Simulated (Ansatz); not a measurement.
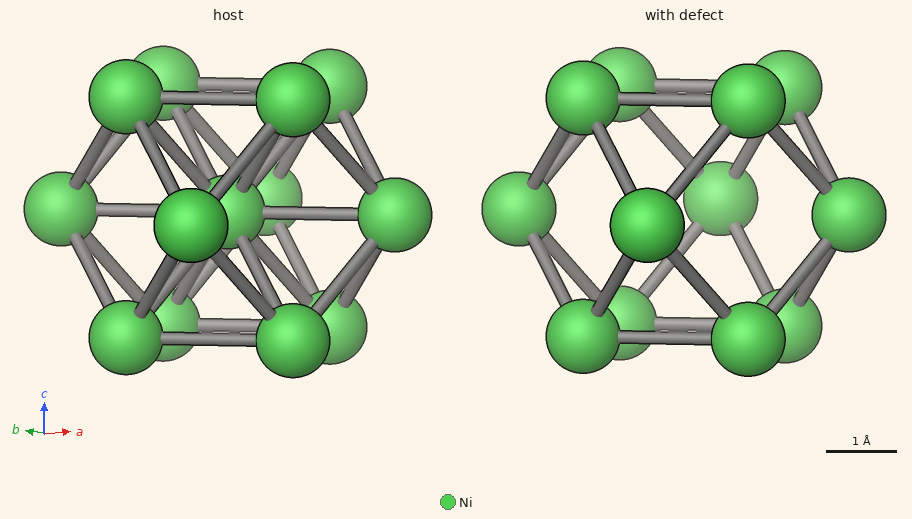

Left: perfect Ni. Right: the same region with one point defect, after relaxing the atoms in a supercell of 27 sites. Style: ball-and-stick. Shown: the atoms within 3.3 Å of one point, from a free direction.

Theory: Ansatz 0.2.0, DFT r2SCAN, scalar-relativistic, plane waves, PAW. Settings: plane-wave cutoff 500 eV; k-point mesh 5 × 5 × 5; occupations gaussian; smearing width 0.1 eV; collinear spin. The cell is small and the k-mesh coarse, so the numbers are rough. The axes drawn are those of the host's conventional cell.

Q: What kind of defect was made?

A: A nickel atom is taken out (a vacancy).

The charge state of the cell is 0.

Q: How does the lattice respond?

A: Around the empty Ni site the host had 12 Ni at 2.46 Å; after relaxation the nearest atoms are 12 Ni at 2.43 Å. Of the host's atoms, a nickel atom moves furthest from its site, by 0.03 Å. Relaxing the atoms from the host's sites lowers the energy by 0.06 eV. At a tolerance of 0.02 Å the relaxed supercell has space group Fm-3m.
